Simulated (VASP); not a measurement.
Band structure of AuZn (CsCl type). Method: r2SCAN+rVV10, VASP's PBE PAW potentials (set 64) (plane waves; VASP).

Unless said otherwise, spin-orbit coupling is left out, though it shifts the bands of the heavy elements here.

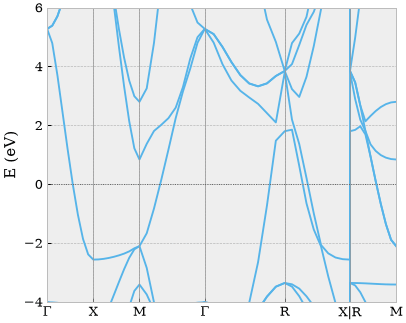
Figure. Bands along high-symmetry lines, zero at the valence-band maximum or, without a gap, the Fermi level

Task: Read the plot: is there a gap, and where are the band edges?

Result: It has no gap at this level: it comes out as a metal or semimetal.

The compound is AuZn in the CsCl type structure. It was relaxed first. The electron count is odd and the run is not spin-polarised, which forces a metal.
